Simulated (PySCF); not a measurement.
# What a change does: NMR shielding calculation on CH5ClSi

System: CH5ClSi.
Method of run A: GIAO PBE0/pcSseg-1 NMR shielding, non-relativistic, gas phase (PySCF 2.14.0).

The geometry comes from this level: GFN2-xTB. Text and figures count atoms from 1; the logs count them from 0 in places.

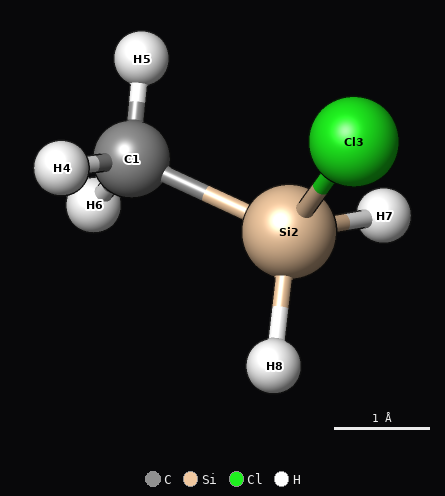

Fig. 1: The input geometry (ball-and-stick view, seen at a tilt; atoms are numbered from 1 in the order of the input).

## Input file, run A
```
{"job": {"kind": "nmr", "xc": "PBE0", "basis": "pcSseg-1", "pop": false}, "charge": 0, "multiplicity": 1}
C     -1.008861    -0.007221     0.019132
Si     0.882418    -0.127820    -0.023417
Cl     1.651024     1.726873    -0.253446
H     -1.349081     0.617955     0.840954
H     -1.400112     0.422023    -0.899885
H     -1.460182    -0.986957     0.142322
H      1.325198    -0.937240    -1.157164
H      1.395825    -0.669964     1.233243
```

The first line tells a small driver script what to run in PySCF; the rest is the geometry in Å.

Command:
```bash
OMP_NUM_THREADS=1 python <driver script> task.json out
```

Hardware: 1 CPU thread, shared host.

## Output (run A)
```
coarse grid: 7440 points
cycle   1  E = -790.4511872681  dE =  4.302e-02  |g| = 3.451e-01  |ddm| = 2.370e+00
cycle   2  E = -790.4466789157  dE =  4.508e-03  |g| = 3.726e-01  |ddm| = 6.554e-01
cycle   3  E = -790.4818533286  dE = -3.517e-02  |g| = 1.800e-02  |ddm| = 3.408e-01
cycle   4  E = -790.4819205257  dE = -6.720e-05  |g| = 1.116e-02  |ddm| = 3.177e-02
cycle   5  E = -790.4819493435  dE = -2.882e-05  |g| = 1.426e-03  |ddm| = 1.222e-02
cycle   6  E = -790.4819498004  dE = -4.569e-07  |g| = 5.189e-04  |ddm| = 2.209e-03
final grid: 61744 points
cycle   7  E = -790.4976273416  dE = -1.401e-05  |g| = 4.950e-03  |ddm| = 1.071e-02
cycle   8  E = -790.4976257062  dE =  1.635e-06  |g| = 5.230e-03  |ddm| = 7.459e-03
cycle   9  E = -790.4976324521  dE = -6.746e-06  |g| = 4.476e-04  |ddm| = 4.188e-03
cycle  10  E = -790.4976324893  dE = -3.718e-08  |g| = 8.230e-05  |ddm| = 4.362e-04
cycle  11  E = -790.4976324909  dE = -1.604e-09  |g| = 1.908e-05  |ddm| = 1.142e-04
cycle  12  E = -790.4976324910  dE = -8.117e-11  |g| = 4.425e-06  |ddm| = 2.477e-05
converged SCF energy = -790.4976324910

GIAO shielding tensors (ppm)
atom      isotropic    diamagn.    paramagn.     s11        s22        s33       span
  0 C      185.936     254.017     -68.081    173.607    186.996    197.205     23.597
  1 Si     363.450     877.829    -514.379    310.859    368.959    410.532     99.673
  2 Cl    1007.771    1148.322    -140.551    979.917    988.976   1054.418     74.501
  3 H       31.079      30.534       0.545     26.955     28.885     37.398     10.442
  4 H       31.081      30.510       0.570     26.957     28.886     37.398     10.441
  5 H       31.597      30.471       1.125     27.334     27.883     39.573     12.239
  6 H       26.538      28.265      -1.726     22.425     25.115     32.075      9.650
  7 H       26.538      28.275      -1.738     22.424     25.115     32.075      9.651
```

For run B the input was changed thus:
```diff
-C     -1.008861    -0.007221     0.019132
-Si     0.882418    -0.127820    -0.023417
-Cl     1.651024     1.726873    -0.253446
-H     -1.349081     0.617955     0.840954
-H     -1.400112     0.422023    -0.899885
-H     -1.460182    -0.986957     0.142322
-H      1.325198    -0.937240    -1.157164
-H      1.395825    -0.669964     1.233243
+C      2.056166    -4.219019    -2.118098
+Si     1.495592    -5.876623    -1.304297
+Cl     0.928285    -7.506102    -2.414991
+H      1.252939    -3.645137    -2.618967
+H      2.439487    -3.580350    -1.291634
+H      2.897358    -4.161401    -2.812152
+H      0.270000    -5.621106    -0.602960
+H      2.587859    -6.419616    -0.508877
```

What does this change do to the results?

With the same method and basis, run B lies 5.8 kcal/mol higher. The LUMO goes from 0.59 to 0.27 eV. The dipole moment goes from 1.85 to 2.32 D. Of all shieldings, the largest change is that of Cl3, by −18.1 ppm. The number of SCF iterations is the same.

## Output (run B)
```
coarse grid: 7440 points
cycle   1  E = -790.4426586857  dE = -1.217e-02  |g| = 3.357e-01  |ddm| = 2.358e+00
cycle   2  E = -790.4381104747  dE =  4.548e-03  |g| = 3.677e-01  |ddm| = 6.652e-01
cycle   3  E = -790.4724581441  dE = -3.435e-02  |g| = 1.777e-02  |ddm| = 3.416e-01
cycle   4  E = -790.4725202641  dE = -6.212e-05  |g| = 1.150e-02  |ddm| = 3.291e-02
cycle   5  E = -790.4725522656  dE = -3.200e-05  |g| = 1.628e-03  |ddm| = 1.284e-02
cycle   6  E = -790.4725528469  dE = -5.814e-07  |g| = 5.720e-04  |ddm| = 2.423e-03
final grid: 61744 points
cycle   7  E = -790.4884194609  dE = -1.295e-05  |g| = 4.452e-03  |ddm| = 9.884e-03
cycle   8  E = -790.4884179272  dE =  1.534e-06  |g| = 4.716e-03  |ddm| = 6.539e-03
cycle   9  E = -790.4884234449  dE = -5.518e-06  |g| = 4.756e-04  |ddm| = 3.750e-03
cycle  10  E = -790.4884234885  dE = -4.352e-08  |g| = 8.402e-05  |ddm| = 4.548e-04
cycle  11  E = -790.4884234901  dE = -1.689e-09  |g| = 2.002e-05  |ddm| = 1.190e-04
cycle  12  E = -790.4884234902  dE = -9.186e-11  |g| = 4.399e-06  |ddm| = 2.616e-05
converged SCF energy = -790.4884234902

GIAO shielding tensors (ppm)
atom      isotropic    diamagn.    paramagn.     s11        s22        s33       span
  0 C      183.356     261.786     -78.429    170.080    185.014    194.974     24.894
  1 Si     361.887     873.229    -511.342    286.026    380.004    419.630    133.604
  2 Cl     989.694    1142.542    -152.849    928.473    984.150   1056.458    127.985
  3 H       30.481      36.178      -5.697     26.324     27.780     37.340     11.017
  4 H       31.042      38.307      -7.265     26.959     27.905     38.263     11.304
  5 H       30.699      27.052       3.646     26.773     27.793     37.530     10.757
  6 H       26.556      29.745      -3.189     21.608     26.119     31.941     10.333
  7 H       26.374      25.362       1.012     21.470     25.861     31.791     10.321
```

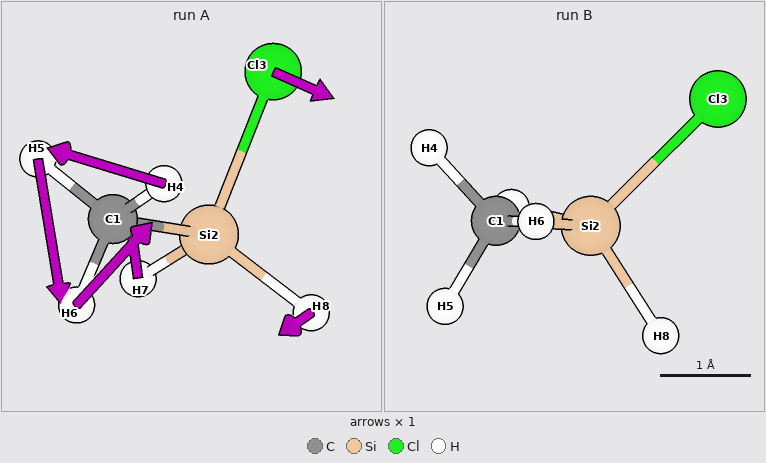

Fig. 2: The two input geometries at one scale (ball-and-stick view, seen at a tilt). The pink arrows on the first give the shifts of the atoms after the best rigid fit, at true length. The atom that moves furthest after the best rigid fit is H5 (1.69 Å). Largest moves by element: H 1.69 Å, Cl 0.76 Å, Si 0.10 Å, C 0.04 Å. Among the contacts that change: C1–Si2 1.896 → 1.930 Å, Si2–Cl3 2.021 → 2.052 Å, Si2–H7 1.462 → 1.435 Å, C1–H4 1.087 → 1.107 Å.

## The two runs side by side

| quantity | run A | run B |
| --- | --- | --- |
| outcome | converged | converged |
| total energy (hartree) | −790.497632 | −790.488423 |
| HOMO (eV) | −8.77 | −8.74 |
| LUMO (eV) | 0.59 | 0.27 |
| dipole moment (D) | 1.85 | 2.32 |
| shielding of C1 (ppm) | 185.9 | 183.4 |
| shielding of Si2 (ppm) | 363.4 | 361.9 |
| shielding of Cl3 (ppm) | 1007.8 | 989.7 |
| shielding of H4 (ppm) | 31.1 | 30.5 |
| shielding of H5 (ppm) | 31.1 | 31.0 |
| shielding of H6 (ppm) | 31.6 | 30.7 |
| shielding of H8 (ppm) | 26.5 | 26.4 |
| SCF iterations | 12 | 12 |
| basis functions | 90 | 90 |
| wall time (shared host) | 3.3 s | 3.1 s |
